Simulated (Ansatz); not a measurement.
# GeH₆O₂Si: a ladder of functionals and wavefunction methods, part 2 of 2

Ansatz 0.2.0, Gaussian basis; functionals in def2-TZVPP, the program's frozen cores in correlated methods. The steps go on from the part before.

### Step 7. ωB97M-V (range-separated)

in.yaml

```yaml
crystal:
  periodic: [false, false, false]
  atoms:
    - {symbol: O, position_ang: [-1.051347, 0.459472, -1.383708]}
    - {symbol: Si, position_ang: [-0.350819, 1.125825, -0.035659]}
    - {symbol: Ge, position_ang: [0.620743, -0.816146, 0.960950]}
    - {symbol: O, position_ang: [0.959493, -1.913345, -0.411991]}
    - {symbol: H, position_ang: [-1.463867, 1.045028, -2.020384]}
    - {symbol: H, position_ang: [-1.359686, 1.799291, 0.830597]}
    - {symbol: H, position_ang: [0.664810, 2.149445, -0.412585]}
    - {symbol: H, position_ang: [1.973497, -0.585029, 1.653164]}
    - {symbol: H, position_ang: [-0.335211, -1.518780, 1.949716]}
    - {symbol: H, position_ang: [0.342369, -1.745781, -1.130109]}
basis:
  gaussian: {orbitals: def2-TZVPP}
hamiltonian: {xc: {name: wB97M-V}}
output: {forces: true, orbitals: {seedname: orbitals}}
```

Run with:

```
$ ansatz run in.yaml --threads 4 --pin off --events-out ev --progress --plain --max-ram 10444MiB
```

What it wrote (excerpt; [...] marks lines left out):

```text
Functional definition: wB97M-V
  name "wB97M-V"
  cite "Mardirossian & Head-Gordon, J. Chem. Phys. 144, 214110 (2016) doi:10.1063/1.4952647"
  cite "Becke, J. Chem. Phys. 107, 8554 (1997) doi:10.1063/1.475007"
  cite "Vydrov & Van Voorhis, J. Chem. Phys. 133, 244103 (2010) doi:10.1063/1.3521275"
  # Of w^i u^j: cxij and so on, Table III.
[...]
  gx(w, u) = 1 - cx + cx01*u + cx10*w
  gss(w, u) = css00 + css04*u^4 + css10*w + css20*w^2 + css43*w^4*u^3
  gos(w, u) = cos00 + cos10*w + (cos20 + cos21*u)*w^2 + (cos60 + cos61*u)*w^6
[...]
      + integral(e_c_pw_mod_opposite_spin*gos(b97_w_opposite, b97_u_opposite)) + vv10(b, c)
1333 factors; their error is unknown
292 factors; integrals over basis functions are off by at most 9.3e-6 eV
[...]
Atom 0 at    -1.051347     0.459472    -1.383708 Å, force    -0.047629     0.008974    -0.086827 eV/Å
Atom 1 at    -0.350819     1.125825    -0.035659 Å, force     0.097357     0.130686     0.188371 eV/Å
Atom 2 at     0.620743    -0.816146     0.960950 Å, force    -0.030346     0.114291     0.151310 eV/Å
Atom 3 at     0.959493    -1.913345    -0.411991 Å, force    -0.039635    -0.013681    -0.090117 eV/Å
Atom 4 at    -1.463867     1.045028    -2.020384 Å, force     0.006724    -0.042926     0.006930 eV/Å
Atom 5 at    -1.359686     1.799291     0.830597 Å, force     0.118608    -0.079019    -0.100184 eV/Å
Atom 6 at     0.664810     2.149445    -0.412585 Å, force    -0.119288    -0.118414     0.044270 eV/Å
Atom 7 at     1.973497    -0.585029     1.653164 Å, force    -0.100371    -0.020232    -0.052551 eV/Å
Atom 8 at    -0.335211    -1.518780     1.949716 Å, force     0.073795     0.049178    -0.076899 eV/Å
Atom 9 at     0.342369    -1.745781    -1.130109 Å, force     0.040783    -0.028856     0.015697 eV/Å
Dipole moment:    -0.332266     0.508355    -0.129713 e Å
```

Run time: 13 s. Hardware: 4 threads of Arm Neoverse V1, shared host; peak memory 0.86 GiB.

Atomisation energy: 766.1 kcal/mol (free atoms -68553.031 eV, run apart). HOMO -9.90 eV, LUMO 0.88 eV.

### Step 8. B2PLYP (double hybrid)

Changes to in.yaml since step 7:

```diff
@@ -15,3 +15,2 @@
   gaussian: {orbitals: def2-TZVPP}
-hamiltonian: {xc: {name: wB97M-V}}
-output: {forces: true, orbitals: {seedname: orbitals}}
+hamiltonian: {xc: {name: B2PLYP}}
```

The command is unchanged.

What it wrote (excerpt; [...] marks lines left out):

```text
Functional definition: B2PLYP
  name "B2PLYP"
  cite "Grimme, J. Chem. Phys. 124, 034108 (2006) doi:10.1063/1.2148954"
  cite "Becke, Phys. Rev. A 38, 3098 (1988) doi:10.1103/PhysRevA.38.3098"
  cite "Lee, Yang & Parr, Phys. Rev. B 37, 785 (1988) doi:10.1103/PhysRevB.37.785"
[...]
1428 factors; integrals over basis functions are off by at most 8.1e-4 eV
[...]
mean field -68567.83174854 eV, -2519.8213398131 hartree, gradient 7.0e-6 eV, S^2 0.000000; 0 other end points of the search recorded, 0 dependent functions left out
16 core orbitals not correlated: weight in the atoms' cores, before any rotation towards them, 1.000 or more for the frozen orbitals, at most 0.000 for the correlated occupied ones
reference -68567.83192119 eV, -2519.8213461581 hartree; 18, 18 occupied and 202, 202 virtual orbitals, 1428 factors
second order -28.61754574 eV of doubles, -0.00000000 eV of singles
Total energy: -68575.55865854 eV, -2520.1052985183 hartree
```

Wall time 6 s (4 threads of Arm Neoverse V1, shared host); peak memory 0.6 GiB.

Atomisation energy: 756.8 kcal/mol (free atoms -68542.739 eV, run apart).

### Step 9. Frontier levels by functional

Dipoles come from the runs that computed forces. Levels are read from the orbital files that the runs wrote:

| functional | HOMO (eV) | LUMO (eV) | gap (eV) | dipole (D) |
| --- | --- | --- | --- | --- |
| PBE-D4 | -6.43 | -1.67 | 4.77 | 2.75 |
| r2SCAN-D4 | -6.75 | -1.33 | 5.42 | 2.87 |
| PBE0-D4 | -7.79 | -0.82 | 6.96 |  |
| B3LYP-D4 | -7.57 | -1.06 | 6.52 | 2.95 |
| ωB97X-V | -10.09 | 1.18 | 11.26 |  |
| ωB97M-V | -9.90 | 0.88 | 10.78 | 2.98 |

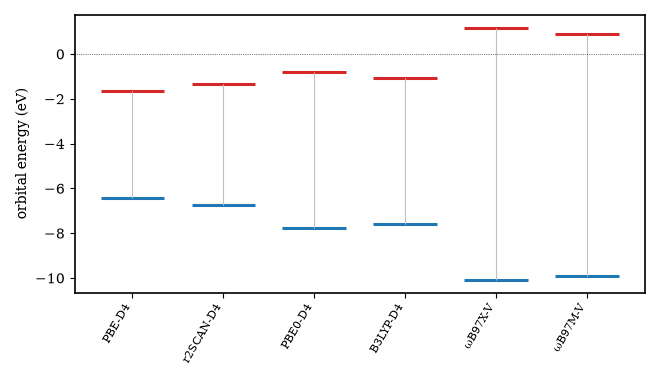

Highest occupied (blue) and lowest empty (red) level by functional.

### Step 10. CCSD(T) in def2-TZVPP

Changes to in.yaml since step 8:

```diff
@@ -15,2 +15,2 @@
   gaussian: {orbitals: def2-TZVPP}
-hamiltonian: {xc: {name: B2PLYP}}
+correlation: {method: ccsd_t}
```

Launched as before.

What it wrote (excerpt; [...] marks lines left out):

```text
Functional definition: HF
  name "HF"
  cite "Fock, Z. Phys. 61, 126 (1930) doi:10.1007/BF01340294"
  parent pbe
[...]
1428 factors; integrals over basis functions are off by at most 8.1e-4 eV
[...]
mean field -68509.18009644 eV, -2517.6659313540 hartree, gradient 2.6e-6 eV, S^2 0.000000; 0 other end points of the search recorded, 0 dependent functions left out
16 core orbitals not correlated: weight in the atoms' cores, before any rotation towards them, 1.000 or more for the frozen orbitals, at most 0.000 for the correlated occupied ones
reference -68509.18009644 eV, -2517.6659313540 hartree; 18, 18 occupied and 202, 202 virtual orbitals, 1428 factors
second order -23.64068994 eV of doubles, -0.00000000 eV of singles
cycle   1  -23.65676482 eV  change   -1.6e-2 eV  update   1.1e-1
[...]
cycle   9  -24.43491345 eV  change   -3.1e-5 eV  update   3.4e-5
perturbative correction -0.85147389 eV, -0.0312910884 hartree
Total energy: -68534.46648378 eV, -2518.5951889489 hartree
```

Wall time 2.9 min (4 threads of Arm Neoverse V1, shared host); peak memory 4.3 GiB.

### Step 11. MP2 in def2-QZVPP

Changes to in.yaml since step 10:

```diff
@@ -14,3 +14,3 @@
 basis:
-  gaussian: {orbitals: def2-TZVPP}
-correlation: {method: ccsd_t}
+  gaussian: {orbitals: "def2-QZVPP.json"}
+correlation: {method: mp2}
```

Same command.

What it wrote:

```text
Functional definition: HF
  name "HF"
  cite "Fock, Z. Phys. 61, 126 (1930) doi:10.1007/BF01340294"
  parent pbe
  exchange = exact_x
  correlation = 0
2785 factors; integrals over basis functions are off by at most 7.6e-4 eV
mean field evaluation 1: about -68505.5501 eV, gradient 5.1e1 eV
mean field evaluation 2: about -68505.6715 eV, gradient 5.2e1 eV
mean field evaluation 4: about -68510.7239 eV, gradient 3.6e0 eV
mean field evaluation 8: about -68510.7832 eV, gradient 3.5e-1 eV
mean field -68510.78359498 eV, -2517.7248588385 hartree, gradient 1.4e-6 eV, S^2 0.000000; 0 other end points of the search recorded, 0 dependent functions left out
16 core orbitals not correlated: weight in the atoms' cores, before any rotation towards them, 1.000 or more for the frozen orbitals, at most 0.000 for the correlated occupied ones
reference -68510.78359498 eV, -2517.7248588385 hartree; 18, 18 occupied and 419, 419 virtual orbitals, 2785 factors
second order -32.16939030 eV of doubles, -0.00000000 eV of singles
Total energy: -68542.95298528 eV, -2518.9070621269 hartree
```

Run time: 23 s. Hardware: 4 threads of Arm Neoverse V1, shared host; peak memory 2.5 GiB.

Energy pieces by basis (eV):

| basis | HF | MP2 correlation | CCSD correlation | (T) | total |
| --- | --- | --- | --- | --- | --- |
| def2-TZVPP | -68509.1801 | -23.6407 | -24.4349 | -0.8515 | -68534.4665 |
| def2-QZVPP | -68510.7836 | -32.1694 |  |  | -68542.9530 (MP2) |

The report of the def2-TZVPP run gives T1 = 0.0121.

### Step 12. From triple and quadruple zeta to the limit

This step is arithmetic on the last runs, with X = 3 and 4: exp(−7.88√X) for Hartree-Fock, X^−2.97 for correlation; only MP2 was run in the larger set, so CCSD(T) minus MP2 is added from the smaller one.

| level | energy at the limit (eV) |
| --- | --- |
| HF | -68511.0045 |
| MP2 | -68549.4914 |
| CCSD | -68550.2856 |
| CCSD(T) | -68551.1371 |

This is no true limit for total energies: MP2 correlation changes by a factor of 1.36 from triple to quadruple zeta (about 1.07 in light molecules), because outer-core shells are correlated in sets not made for them. Much of that cancels between molecule and atoms or ions.

### Step 13. Atomisation energies

Atomisation energy = energies of 2 O, 1 Si, 1 Ge, 6 H (separate runs, same level) minus the molecule's; electronic only, no spin-orbit term.

Differences are taken before rounding.

| method | rung | atomisation energy (kcal/mol) | from CCSD(T)/CBS (kcal/mol) | time |
| --- | --- | --- | --- | --- |
| PBE-D4 | GGA | 767.9 | -5.7 | 2.5 s |
| r2SCAN-D4 | meta-GGA | 767.8 | -5.9 | 4.7 s |
| PBE0-D4 | hybrid | 754.6 | -19.1 | 3.3 s |
| B3LYP-D4 | hybrid | 762.7 | -10.9 | 5 s |
| ωB97X-V | range-separated | 772.2 | -1.4 | 8 s |
| ωB97M-V | range-separated | 766.1 | -7.5 | 13 s |
| B2PLYP | double hybrid | 756.8 | -16.8 | 6 s |
| HF/def2-TZVPP | wavefunction | 542.2 | -231.5 |  |
| MP2/def2-TZVPP | wavefunction | 760.1 | -13.6 |  |
| CCSD/def2-TZVPP | wavefunction | 741.8 | -31.8 |  |
| CCSD(T)/def2-TZVPP | wavefunction | 752.4 | -21.3 | 2.9 min |
| MP2/CBS | wavefunction | 781.4 | +7.7 |  |
| CCSD(T)/CBS | wavefunction | 773.6 | 0 | 3.2 min |

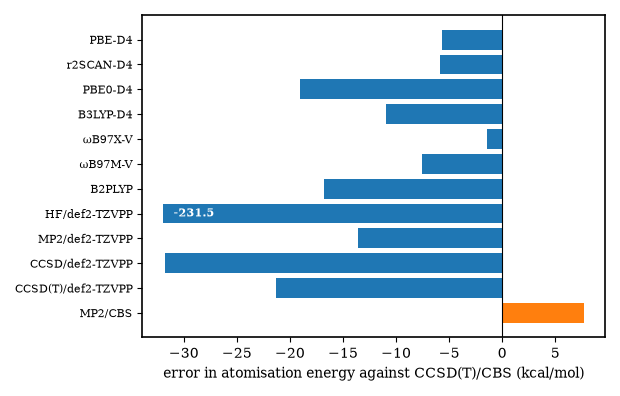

Deviations from CCSD(T)/CBS, method by method. Bars with a number in them are cut short.

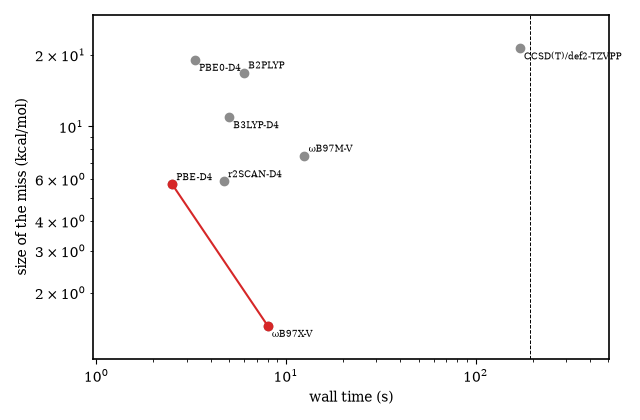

Accuracy for the time spent; red marks the levels that beat every quicker one drawn (of those quicker than the yardstick), and the dashed line is the time of CCSD(T)/CBS. Times are from a shared host.

B2PLYP carry no dispersion term (for B3LYP, D4 adds 7.5 kcal/mol).

Times are those of the molecule's run; HF, MP2 and CCSD come out of the CCSD(T) runs, and the limit's time is the sum of the runs that it needs.

### Step 14. Outcome

This closing draws on all 2 parts.

```
                               quantity                                 value
        atomisation energy, CCSD(T)/CBS                        773.6 kcal/mol
functionals within 7.7 kcal/mol (1.0 %)   PBE-D4, r2SCAN-D4, ωB97X-V, ωB97M-V
                               farthest              PBE0-D4 (-19.1 kcal/mol)
             mean size of error, hybrid                         15.0 kcal/mol
    mean size of error, range-separated                          4.5 kcal/mol
              gap, smallest and largest  4.77 eV (PBE-D4), 11.26 eV (ωB97X-V)
                          T1 diagnostic                                0.0121
triples share of the correlation energy                                 3.4 %
```

What this shows: PBE-D4 misses by -5.7 kcal/mol. Double hybrids carry the basis error of their MP2 part in triple zeta, and no dispersion term here, so their miss is partly the set-up's. Misses under about 7.7 kcal/mol are within the doubt on the reference itself, which lacks core-valence correlation, relativity and higher excitations, and its outer-core shells are covered unevenly. Hartree-Fock recovers 70 % of the binding; the rest is correlation. Orbital gaps span 4.8 to 11.3 eV; exact exchange widens them. Correlated methods include outer-core shells of Ge, which these sets cover unevenly.

For cost: ωB97X-V gets within 1.4 kcal/mol in 8 s, where CCSD(T)/CBS took 3.2 min; the quickest level in the cost chart, PBE-D4, takes 2.5 s and misses by 5.7 kcal/mol.
